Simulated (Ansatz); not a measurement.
# Cs2AgBiBr6: Ag → Pd

Take Cs₂AgBiBr₆ (space group Fm-3m, No. 225; a = 11.187 Å) as the base.

Modification: full substitution Ag → Pd; the structure is relaxed again.

Level of theory: DFT with PBEsol, PAW potentials and a 420 eV plane-wave cutoff in Ansatz (a first-principles code), scalar-relativistic without spin-orbit coupling. Γ-centred 8×8×8 mesh, Fermi–Dirac width 0.05 eV, for the changed cell.

```csv
quantity,base,changed,shift
volume per atom,35.00 Å³,32.98 Å³,-2.02 Å³
density,5.04 g/cm³,5.34 g/cm³,+0.30 g/cm³
space group,Fm-3m (No. 225),Fm-3m (No. 225),–
shortest interatomic distance,5.202 bohr,4.964 bohr,-0.2389 bohr
band gap,1.10 eV,zero,–
```

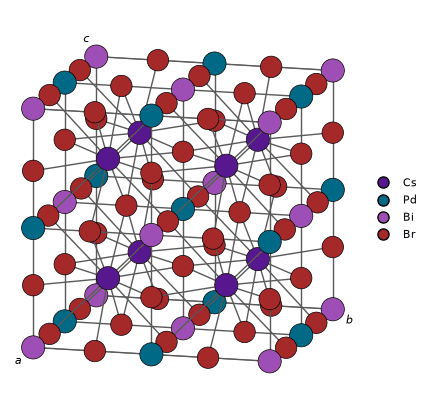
The relaxed conventional cell after the change

Spin-orbit coupling, missing from the scalar runs, can matter with Bi. No phonon test of stability was made. As relaxed here, Cs2BiPdBr6 is a hypothetical phase, not in the database extracts checked. No Hubbard U is applied, and correlation can decide whether such a compound is a metal. All final runs are without spin polarisation. An odd electron count without spin: Cs2BiPdBr6. Cs2BiPdBr6 has a high density of states at the Fermi level and may be magnetic at this level.
